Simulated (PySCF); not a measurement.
# CH7BFP: one change and its effect

System: CH7BFP, SMILES FC[BH2-][PH3+].
Method of the first run: GIAO PBE0/pcSseg-2 NMR shielding, non-relativistic, gas phase (PySCF 2.14.0).

The geometry comes from this level: PBE0-D3(BJ)/def2-SVP. Text and figures count atoms from 1; the logs count them from 0 in places.

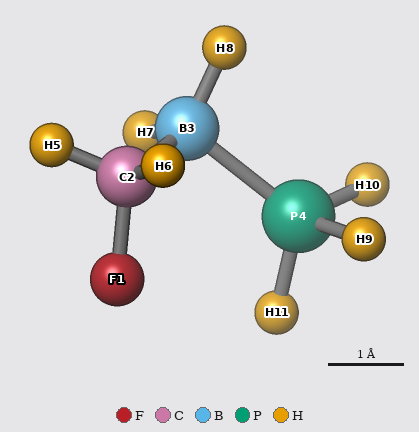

Figure 1. The structure (ball-and-stick view, seen at a tilt; atoms are numbered from 1 in the order of the input).

### Input file, the first run
```
{"job": {"kind": "nmr", "xc": "PBE0", "basis": "pcSseg-2", "pop": false}, "charge": 0, "multiplicity": 1}
F     -0.826156    -1.593298    -0.761539
C     -1.287537    -0.682750     0.199079
B     -0.494463     0.710934     0.069869
P      1.377030     0.235536    -0.145282
H     -2.369748    -0.540002     0.035305
H     -1.171417    -1.169178     1.184760
H     -0.693840     1.323440    -0.970534
H     -0.520792     1.429341     1.058656
H      1.994986    -0.599541     0.819846
H      2.294289     1.311647    -0.170102
H      1.735084    -0.442296    -1.332197
```

The first line tells a small driver script what to run in PySCF; the rest is the geometry in Å.

Command:
```bash
OMP_NUM_THREADS=1 python <driver script> task.json out
```

Hardware: 1 CPU thread, shared host.

### Output (the first run)
```
coarse grid: 9224 points
cycle   1  E = -508.0359404290  dE =  1.267e-01  |g| = 5.310e-01  |ddm| = 2.061e+00
cycle   2  E = -508.0138785795  dE =  2.206e-02  |g| = 6.772e-01  |ddm| = 1.035e+00
cycle   3  E = -508.0993756001  dE = -8.550e-02  |g| = 8.151e-02  |ddm| = 5.811e-01
cycle   4  E = -508.1004354163  dE = -1.060e-03  |g| = 3.264e-02  |ddm| = 8.088e-02
cycle   5  E = -508.1006882647  dE = -2.528e-04  |g| = 5.647e-03  |ddm| = 2.770e-02
cycle   6  E = -508.1006938273  dE = -5.563e-06  |g| = 1.932e-03  |ddm| = 5.485e-03
final grid: 83552 points
cycle   7  E = -508.1080648483  dE = -6.979e-05  |g| = 7.771e-03  |ddm| = 3.162e-02
cycle   8  E = -508.1080565970  dE =  8.251e-06  |g| = 1.009e-02  |ddm| = 1.180e-02
cycle   9  E = -508.1080797271  dE = -2.313e-05  |g| = 1.082e-03  |ddm| = 6.337e-03
cycle  10  E = -508.1080798878  dE = -1.607e-07  |g| = 3.735e-04  |ddm| = 7.995e-04
cycle  11  E = -508.1080799083  dE = -2.043e-08  |g| = 4.842e-05  |ddm| = 2.311e-04
cycle  12  E = -508.1080799087  dE = -4.281e-10  |g| = 1.342e-05  |ddm| = 4.388e-05
converged SCF energy = -508.1080799087

GIAO shielding tensors (ppm)
atom      isotropic    diamagn.    paramagn.     s11        s22        s33       span
  0 F      434.155     470.890     -36.734    377.766    454.347    470.353     92.588
  1 C       99.199     239.909    -140.711     45.640     75.160    176.797    131.157
  2 B      137.030     186.824     -49.794    125.443    134.944    150.703     25.260
  3 P      441.992     966.337    -524.345    407.786    419.161    499.030     91.244
  4 H       26.524      28.209      -1.685     22.636     26.435     30.502      7.866
  5 H       26.946      29.156      -2.210     22.439     26.978     31.420      8.980
  6 H       29.226      28.689       0.537     26.035     28.497     33.146      7.112
  7 H       29.566      28.557       1.010     26.513     28.649     33.537      7.024
  8 H       27.100      28.736      -1.636     23.505     24.138     33.656     10.151
  9 H       27.176      28.223      -1.047     23.727     24.092     33.709      9.982
 10 H       26.806      28.734      -1.928     23.001     24.599     32.819      9.818
```

For the second run the input was changed thus:
```diff
-"xc": "PBE0"
+"xc": "B97-2"
```

How does the second run compare with the first run?

The total energies belong to different methods, so their difference says nothing on which is more stable or more accurate. The HOMO goes from −8.11 to −7.83 eV. Of all shieldings, the largest change is that of F1, by −1.9 ppm. The functional changes from PBE0 to B97-2. The number of SCF iterations is the same.

### Output (the second run)
```
coarse grid: 9224 points
cycle   1  E = -508.3198440030  dE =  1.163e-01  |g| = 5.532e-01  |ddm| = 2.067e+00
cycle   2  E = -508.2848774595  dE =  3.497e-02  |g| = 7.493e-01  |ddm| = 1.103e+00
cycle   3  E = -508.3867377027  dE = -1.019e-01  |g| = 8.468e-02  |ddm| = 6.454e-01
cycle   4  E = -508.3880275932  dE = -1.290e-03  |g| = 3.379e-02  |ddm| = 9.049e-02
cycle   5  E = -508.3883078399  dE = -2.802e-04  |g| = 6.047e-03  |ddm| = 2.930e-02
cycle   6  E = -508.3883143304  dE = -6.490e-06  |g| = 2.015e-03  |ddm| = 5.881e-03
final grid: 83552 points
cycle   7  E = -508.3924146483  dE = -8.252e-05  |g| = 7.029e-03  |ddm| = 3.327e-02
cycle   8  E = -508.3924104834  dE =  4.165e-06  |g| = 8.375e-03  |ddm| = 1.076e-02
cycle   9  E = -508.3924240388  dE = -1.356e-05  |g| = 7.968e-04  |ddm| = 6.033e-03
cycle  10  E = -508.3924240935  dE = -5.469e-08  |g| = 4.542e-04  |ddm| = 5.852e-04
cycle  11  E = -508.3924241365  dE = -4.301e-08  |g| = 4.827e-05  |ddm| = 2.970e-04
cycle  12  E = -508.3924241369  dE = -3.823e-10  |g| = 1.669e-05  |ddm| = 3.833e-05
converged SCF energy = -508.3924241369

GIAO shielding tensors (ppm)
atom      isotropic    diamagn.    paramagn.     s11        s22        s33       span
  0 F      432.305     471.493     -39.188    378.859    451.110    466.947     88.088
  1 C       99.034     240.264    -141.230     46.097     75.768    175.237    129.140
  2 B      136.534     187.348     -50.814    125.269    134.414    149.918     24.649
  3 P      440.233     966.830    -526.596    406.268    416.679    497.752     91.484
  4 H       26.661      28.195      -1.534     22.807     26.563     30.613      7.806
  5 H       27.072      29.291      -2.219     22.612     27.092     31.512      8.900
  6 H       29.374      28.976       0.398     26.248     28.673     33.202      6.954
  7 H       29.712      28.828       0.885     26.724     28.830     33.584      6.860
  8 H       27.219      28.947      -1.728     23.677     24.330     33.651      9.974
  9 H       27.304      28.360      -1.057     23.908     24.279     33.724      9.816
 10 H       26.933      28.938      -2.004     23.207     24.766     32.827      9.620
```

### The two runs side by side

| quantity | the first run | the second run |
| --- | --- | --- |
| outcome | converged | converged |
| total energy (hartree) | −508.108080 | −508.392424 |
| HOMO (eV) | −8.11 | −7.83 |
| LUMO (eV) | 0.04 | 0.06 |
| dipole moment (D) | 3.55 | 3.53 |
| shielding of F1 (ppm) | 434.2 | 432.3 |
| shielding of C2 (ppm) | 99.2 | 99.0 |
| shielding of B3 (ppm) | 137.0 | 136.5 |
| shielding of P4 (ppm) | 442.0 | 440.2 |
| shielding of H5 (ppm) | 26.5 | 26.7 |
| shielding of H7 (ppm) | 29.2 | 29.4 |
| shielding of H8 (ppm) | 29.6 | 29.7 |
| SCF iterations | 12 | 12 |
| basis functions | 249 | 249 |
| wall time (shared host) | 22 s | 23 s |
